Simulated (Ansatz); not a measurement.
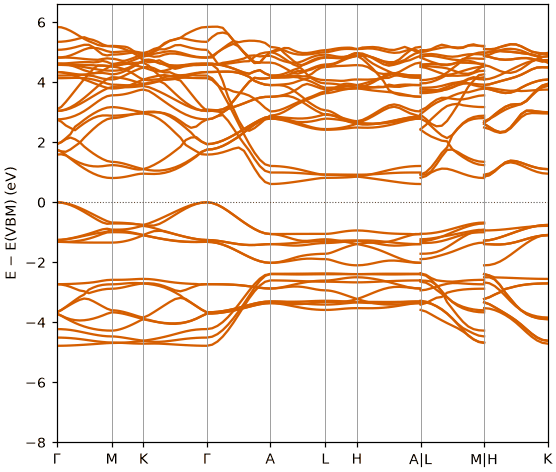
Figure. Band structure from r²SCAN (plane waves, PAW; program Ansatz)

**Question.** Read off the gap and where the band edges lie.

**Answer.** About 0.6 eV (0.61 eV by a search for the band edges); maximum at Γ, minimum at A.

**Question.** Which compound is it?
A) ZnO, wurtzite
B) CuI, wurtzite
C) CaP, P-62m (Ca on 3g, Ca on 3f, P on 4h, P on 2e)
D) Na2S, P6_3/mmc (S on 2c, Na on 2a, Na on 2d)

**Answer.** C, CaP, P-62m (Ca on 3g, Ca on 3f, P on 4h, P on 2e)

The workflow started from a Materials Project entry (that database holds measured and hypothetical structures alike); the Crystallography Open Database copy checked does not list it. Whether it is the stable phase at ambient conditions was not checked. The cell was relaxed with r²SCAN under the symmetry of its start; its stability against distortions is not shown here.

Potentials: the later of the program's two PAW sets.
